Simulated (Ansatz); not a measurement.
## Electronic structure of CH₄NSi (doublet) in real space

| atom | x (Å) | y (Å) | z (Å) |
| --- | --- | --- | --- |
| N | -0.4083 | -1.4591 | 0.0256 |
| C | 0.0028 | -0.3572 | -0.3179 |
| Si | 0.8777 | 1.0908 | 0.4538 |
| H | -0.8718 | -2.0573 | -0.6642 |
| H | 2.1264 | 1.2777 | -0.3237 |
| H | -0.0144 | 2.2595 | 0.2615 |
| H | 1.2001 | 0.9317 | 1.9001 |

Geometry: PBE0-D4/def2-TZVP.

All numbers below come from UKS PBE0-D4/def2-TZVPP (Ansatz).

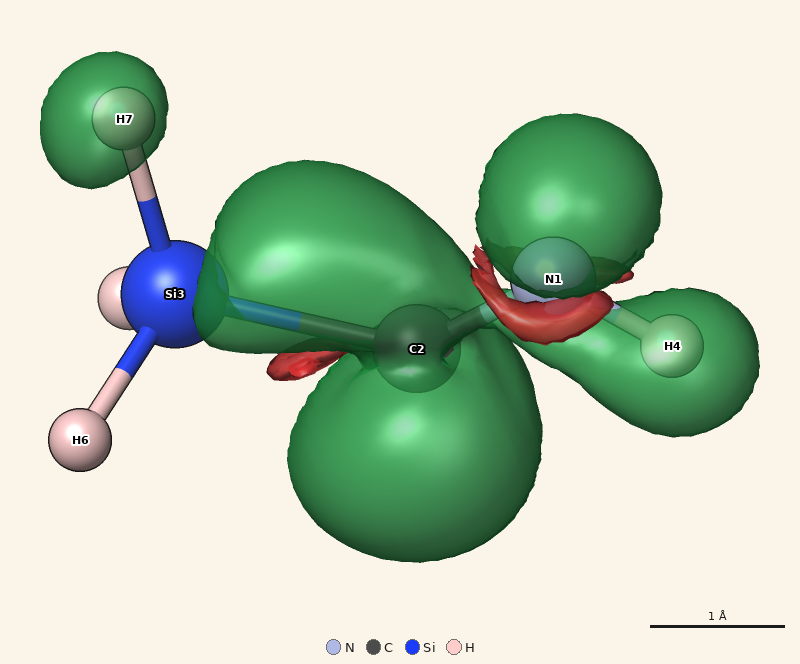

Figure 1. Isosurfaces of the spin density at +0.02 (green) and −0.02 e/Å³ (red), seen at a tilt.

Q: Where is the unpaired spin?

A: The unpaired spin (1 electron) lies mostly on C2 (about 0.6), N1 (about 0.2) and Si3 (about 0.1), in electrons by Hirshfeld's partition.

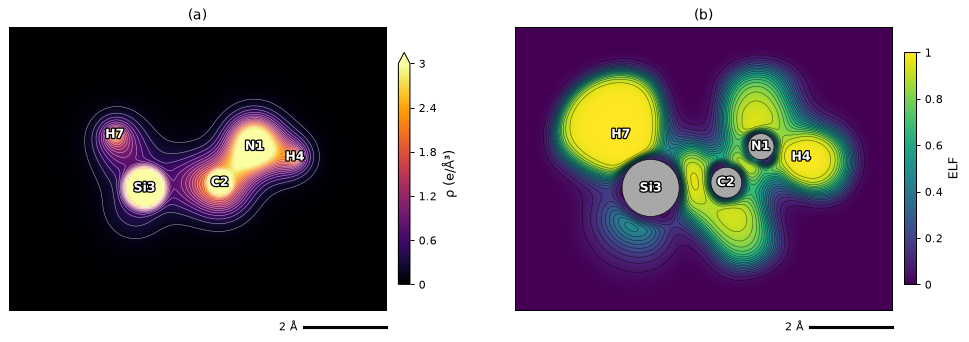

Figure 2. (a) electron density; (b) electron localisation function on the plane of atoms N1, C2 and Si3. Grey discs cover the atomic cores in the ELF map.

Q: What do the fields say about this system?

A: Atoms in the plane: N, C, Si and H.
C–N (1.23 Å): the density is about 3.1 e/Å³ at the midpoint; the ELF peaks at about 0.90 between the atoms (a short, multiple covalent bond).
C–Si (1.86 Å): ρ at the midpoint is about 0.93 e/Å³; the ELF peaks at about 0.95 between the atoms: a covalent bond.
N–H (1.02 Å): the density is about 2.8 e/Å³ at the midpoint; the ELF climbs to about 1 towards the hydrogen, as it does in any bond to H (an ordinary covalent bond to hydrogen).
Si–H (1.49 Å): ρ is about 0.8 e/Å³ halfway; the ELF climbs to about 1 towards the hydrogen.
The ELF also peaks beside C2 and N1, away from the bonds: non-bonding electrons, paired or unpaired.

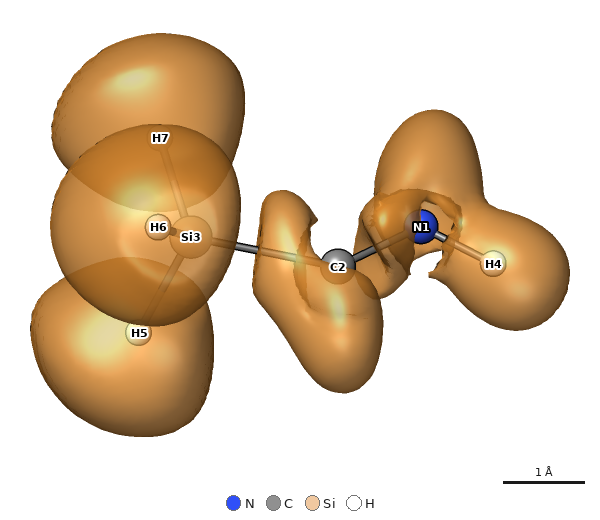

Figure 3. Isosurface of the ELF at 0.75 (orange), seen at a tilt. Only the valence region is drawn (cores and ρ < 0.01 e/Å³ removed).

Q: Describe the localisation domains.

A: At this value the surface marks out three regions around hydrogen nuclei, one region on C in which the atom's valence shell and bonds are merged and one joined region spread over several atoms (H, N), in which their bonds and any lone pairs are merged.

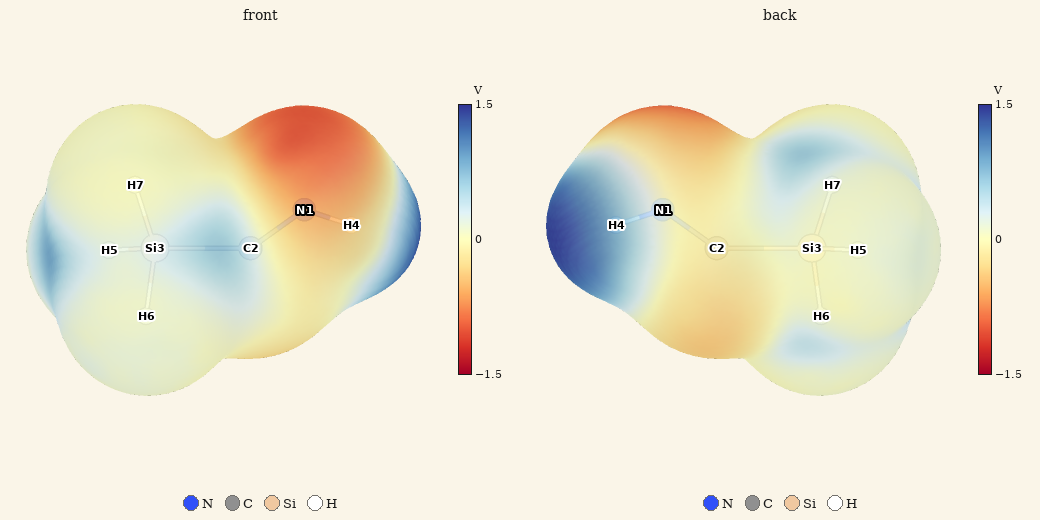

Figure 4. The electrostatic potential painted on the density surface at 0.001 e/bohr³, seen from the front and from behind; the colour scale runs from red (negative) to blue (positive).

Q: Describe the electrostatic potential map.

A: The most negative region (about −1.0 V) lies over N1, the most positive (about +1.5 V) over H4. N1 is the likeliest acceptor of a hydrogen bond.
